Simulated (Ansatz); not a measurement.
# The perfect V wire along [111], 24 atoms a period, part 2 of 2

Aim: is the V wire along [111], 24 atoms a period a metal or a semiconductor?

Ansatz 0.2.0; DFT PBE, plane waves, PAW; relaxation of a wire's period; PAW set soft_1 (the session's first sound run).

So far: The structure; The relaxed wire.

## 2. The relaxed wire (continued)

The steps of the relaxation:

| step | energy less that of the first step (eV) | largest force component (eV/Å) | pressure (GPa) | volume (Å³) |
| --- | --- | --- | --- | --- |
| 1 | 0.0000 | 1.2096 | -4.03 | 800.03 |
| 2 | -1.0477 | 0.1881 | -0.05 | 781.10 |
| 3 | -1.0898 | 0.1097 | 0.06 | 779.05 |
| 4 | -1.1072 | 0.0625 | 0.01 | 777.69 |
| 5 | -1.1109 | 0.0264 | -0.04 | 777.00 |
| 6* | -1.1011 | 0.0264 | -0.03 | 777.00 |

Relaxation steps marked * repeat the geometry before them on a plane-wave basis chosen anew for their cell, so energy and pressure can jump there.

Forces are held to the 2 operations that the run works with; a distortion that breaks them can't arise in this run.

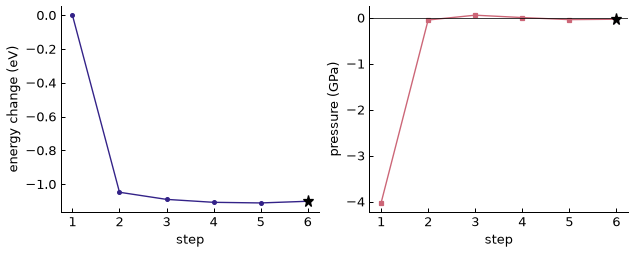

Energy and pressure along the relaxation. Stars mark steps on a basis chosen anew.

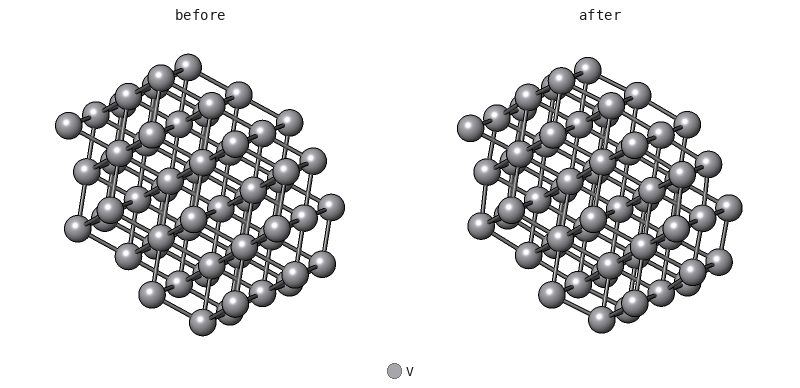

Before and after, at one scale.

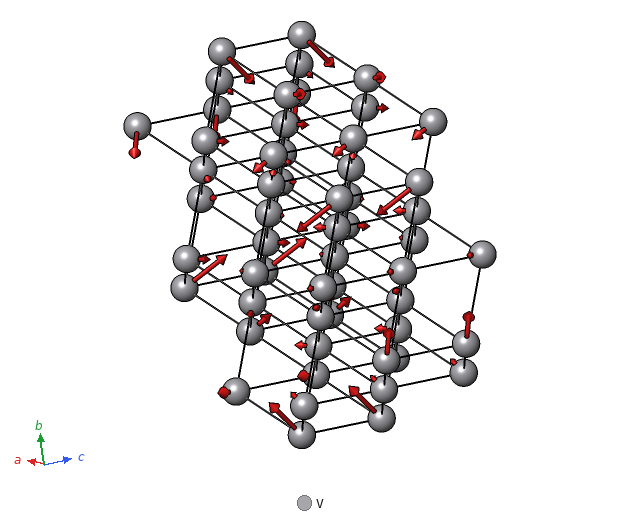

Displacements in the relaxation, exaggerated, measured against the changing cell; the longest in the cell stands for 0.21 Å. 1×1×2 cells are drawn. Some periodic images of atoms are drawn too.

| cell as run | before | after | change |
| --- | --- | --- | --- |
| c (Å) | 2.589 | 2.515 | -2.9 % |

The atoms that moved most (Å, along periodic axes as changes of fractional coordinates times the final cell, across vacuum about the mean position):

| atom | dx | dy | dz | length |
| --- | --- | --- | --- | --- |
| V7 | -0.039 | 0.155 | -0.140 | 0.213 |
| V10 | 0.039 | -0.155 | 0.140 | 0.213 |
| V12 | -0.110 | 0.113 | 0.141 | 0.212 |
| V5 | 0.110 | -0.113 | -0.141 | 0.212 |
| V13 | 0.150 | 0.090 | 0.104 | 0.203 |
| V24 | -0.150 | -0.090 | -0.104 | 0.203 |
| V18 | 0.008 | 0.039 | 0.082 | 0.091 |
| V2 | -0.008 | -0.039 | -0.082 | 0.091 |

Final coordinates:

```cif
data_structure
_symmetry_space_group_name_H-M 'P 1'
_symmetry_Int_Tables_number 1
_cell_length_a 17.3710
_cell_length_b 17.7860
_cell_length_c 2.5149
_cell_angle_alpha 90.000
_cell_angle_beta 90.000
_cell_angle_gamma 90.000
_cell_volume 777.00
loop_
_atom_site_label
_atom_site_type_symbol
_atom_site_fract_x
_atom_site_fract_y
_atom_site_fract_z
_atom_site_occupancy
V1 V 0.19739 0.46562 0.99255 1
V2 V 0.31696 0.66937 0.96736 1
V3 V 0.43969 0.46603 0.99296 1
V4 V 0.55984 0.67095 0.02288 1
V5 V 0.20208 0.59657 0.27726 1
V6 V 0.31934 0.39821 0.33618 1
V7 V 0.43689 0.19990 0.27775 1
V8 V 0.43802 0.60478 0.33322 1
V9 V 0.56198 0.39522 0.33345 1
V10 V 0.56311 0.80010 0.38892 1
V11 V 0.68066 0.60179 0.33049 1
V12 V 0.79792 0.40343 0.38941 1
V13 V 0.20434 0.33346 0.70821 1
V14 V 0.31835 0.53494 0.64325 1
V15 V 0.44016 0.32905 0.64379 1
V16 V 0.44133 0.73941 0.69873 1
V17 V 0.56031 0.53397 0.67371 1
V18 V 0.68304 0.33063 0.69931 1
V19 V 0.68162 0.73850 0.67386 1
V20 V 0.80261 0.53438 0.67412 1
V21 V 0.31838 0.26150 0.99281 1
V22 V 0.55867 0.26059 0.96794 1
V23 V 0.68165 0.46506 0.02342 1
V24 V 0.79566 0.66654 0.95846 1
```

This step gave:

| Quantity | Value |
| --- | --- |
| energy at zero smearing | -69881.5824 eV |
| cell length along the wire | 2.515 Å |

The cell's length comes to 2.515 Å with spin left out.

## 3. The perfect wire

This step: DFT PBE, plane waves, PAW; bands of a perfect wire; PAW set soft_1 (Ansatz 0.2.0).

At the relaxed period the bands are computed along the axis; those that cross an energy going forward count the channels that a perfect wire would open there.

File input.yaml:

```yaml
crystal:
  lattice:
    - [17.371, 0.0, 0.0]
    - [0.0, 17.786, 0.0]
    - [0.0, 0.0, 2.5148877278]
  atoms:
    - { symbol: V, position: [0.197389565, 0.465622515, 0.992549265] }
    - { symbol: V, position: [0.316958319, 0.669369714, 0.967360946] }
    - { symbol: V, position: [0.439692479, 0.466032487, 0.992959466] }
    - { symbol: V, position: [0.559836153, 0.670945967, 0.022880295] }
    - { symbol: V, position: [0.202075599, 0.596572794, 0.277258361] }
    - { symbol: V, position: [0.319340639, 0.398210606, 0.336175701] }
    - { symbol: V, position: [0.436893645, 0.19990225, 0.277750312] }
    - { symbol: V, position: [0.438024161, 0.604775756, 0.333215179] }
    - { symbol: V, position: [0.561975839, 0.395224244, 0.333451488] }
    - { symbol: V, position: [0.563106355, 0.80009775, 0.388916355] }
    - { symbol: V, position: [0.680659361, 0.601789394, 0.330490966] }
    - { symbol: V, position: [0.797924401, 0.403427206, 0.389408306] }
    - { symbol: V, position: [0.204343706, 0.333464661, 0.708208835] }
    - { symbol: V, position: [0.318347751, 0.534941401, 0.643246565] }
    - { symbol: V, position: [0.440163847, 0.329054033, 0.643786372] }
    - { symbol: V, position: [0.441331687, 0.739405109, 0.698729162] }
    - { symbol: V, position: [0.560307521, 0.533967513, 0.673707201] }
    - { symbol: V, position: [0.683041681, 0.330630286, 0.69930572] }
    - { symbol: V, position: [0.681623836, 0.73850122, 0.67385564] }
    - { symbol: V, position: [0.802610435, 0.534377485, 0.674117402] }
    - { symbol: V, position: [0.318376164, 0.26149878, 0.992811027] }
    - { symbol: V, position: [0.558668313, 0.260594891, 0.967937505] }
    - { symbol: V, position: [0.681652249, 0.465058599, 0.023420102] }
    - { symbol: V, position: [0.795656294, 0.666535339, 0.958457832] }
kpoints:
  mp_grid: { grid: [1, 1, 32] }
  band_path: { path: ["Γ", Z], npoints: 90 }
scf:
  occupations: { method: fermi_dirac, width: 0.05 }
hamiltonian:
  xc: pbe
  pseudopotentials: { kind: paw, azcp: { folder: soft_1 } }
output:
  dos: { e_range: [-5, 4] }
  write_potential: true
  write_density: true
  volumetric_format: npy
```

Run with:

```sh
$ ansatz run input.yaml --threads 4 --pin off --max-ram 16384MiB --backend cpu --events-out ev --progress --plain --runs-dir out
```

Numbers of over 12 decimals in the logs are rounded to 6 here.

The program printed:

```text
[...]
Crystal: 24 atoms, lattice volume = 777.001 Å³
Basis set: ecut = 420 eV, 15217 PW (Γ)
Bands: 188, of which v1, the nominal top of the filled ones, is band 156 counted from 1 (155 counted from 0)
Symmetry: 2 space group operations
[...]
k-points: 17 of 32
[...]
SCF iter   1: F=—  HF=-69917.941656 eV  |F-HF|=—  |Δ(HF+E_count)|=         —  Δρ=8.17e-2  dr2=5.84e2  ethr=3.10e-3  ⟨swp⟩=11.4  Hψ=16101  notcnv=0
[...]
SCF iter  15: F=-69881.739465 eV  HF=-69881.739465 eV  |F-HF|=1.53e-8  |Δ(HF+E_count)|=   1.39e-7  Δρ=1.47e-6  dr2=2.06e-8  ethr=3.21e-11  ⟨swp⟩=21.6  Hψ=14184  notcnv=0
SCF 1 converged in 15 iterations: F = -69881.739465 eV  dr2 = 2.06e-8
[...]
NSCF: frozen V_eff on 91 k-points
WARN: The output density's exchange-correlation potential varies sharply where the density is thin. Do not read a vacuum level from v_tot or v_xc, or from such a field of the output density. On a cell that repeats whose density bears no net charge and no dipole along the vacuum's axis use v_es (v_loc + v_h of the components); under efield.dipole_correction with no amplitude use v_es + v_field, which holds any externa [...]
SCF converged after 15 iterations
Free energy (F): -69881.739465 eV
[...]
Internal energy: -69881.425108 eV  (E = F + TS)
E sigma→0 (E₀):  -69881.582286 eV
Entropy (-TS):   -0.314357 eV (-13.098 meV/atom)
Fermi energy:    4.660859 eV
[...]
--- Band table (eV; the first three rows and the last of 17) ---
  k-point 0: bands = [... 152 lower, 4.3586, 4.4597, 4.5001, 4.5118, 4.5725, 4.5984, 4.6691, 4.6749, ... 28 higher]
  k-point 1: bands = [... 152 lower, 4.3763, 4.4506, 4.5017, 4.5120, 4.5660, 4.5936, 4.6640, 4.6889, ... 28 higher]
  k-point 2: bands = [... 152 lower, 4.4193, 4.4317, 4.4752, 4.5328, 4.5605, 4.5752, 4.6479, 4.6633, ... 28 higher]
  k-point 16: bands = [... 152 lower, 4.9065, 4.9273, 4.9638, 5.0762, 5.0782, 5.2252, 5.2545, 5.3260, ... 28 higher]
```

The job ended after 11 min (4 threads of Arm Neoverse N1, shared host; peak memory 7.1 GiB; 44 min of CPU time).

Numbers from this step:

* energy at zero smearing: -69881.5823 eV
* band gap: 0 eV

Electronic bands along the path, in eV, zero at the Fermi level; # counts the bands kept:

| point | #46 | #47 | #48 | #49 | #50 | #51 | #52 | #53 |
| --- | --- | --- | --- | --- | --- | --- | --- | --- |
| Γ | -0.20 | -0.16 | -0.15 | -0.09 | -0.06 | 0.01 | 0.01 | 0.05 |
| Z | 0.27 | 0.30 | 0.42 | 0.42 | 0.56 | 0.59 | 0.67 | 0.93 |

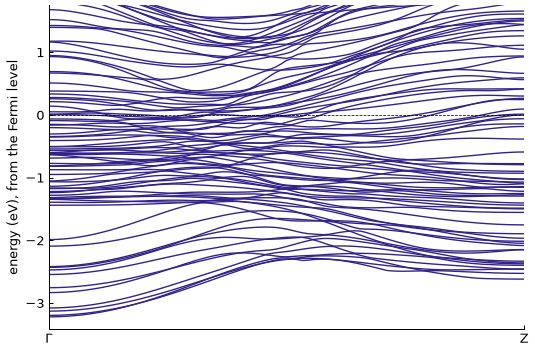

Electronic bands along the path.

Between Γ and Z the bands cross the Fermi level 17 times, so a perfect wire would conduct at least 17 G₀, with spin left out.

## 4. Outcome

```json
{
  "cell length, PBE": "2.515 Å",
  "ballistic conductance by band crossings, a lower bound, PBE": "17 G₀"
}
```

Under PBE the cell's length is 2.51 Å, and the bands cross the Fermi level 17 times between Γ and Z, which gives a perfect wire at least 17 G₀ (opposite crossings within one step of the path cancel in such a count). No spin was allowed, though thin wires with open d shells can turn magnetic.

[Logs are printed without paths, hosts, clocks, repeated set-up lines and the standing remarks that a program may print on its own settings, such as how far it seeks lower states.]

[Hosts, paths, dates, database ids (printed as entryN), source tags and the programs' standing remarks are cut or masked in the printed files.]
